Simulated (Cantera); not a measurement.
Feed: 1 mol Ta2O5, 0.93 mol CO, equilibrated at 98.0 mbar.

Cantera equilibrium calculation (NASA polynomials, part measured and part estimated; ideal gas, pure solids and liquids). Candidate condensed phases: C, Ta, TaC, Ta2O5; 15 gas species. Mutual solubility and eutectic melting of coexisting phases are not modelled. TaC: taken at fixed stoichiometry. Condensed phases not in the tables: Ta2C. The numbers say what is thermodynamically allowed, not how fast it happens.

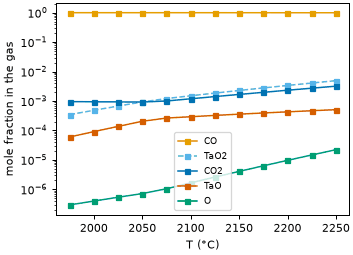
Fig. 1. Equilibrium gas composition (values under 1e-9 drawn at 1e-9)

Task: Read off the mole fractions at 2000 °C.

Result: CO about 1.00, CO2 about 0.00094, TaO2 about 0.00048, TaO about 9.1e-5, O about 4.0e-7.
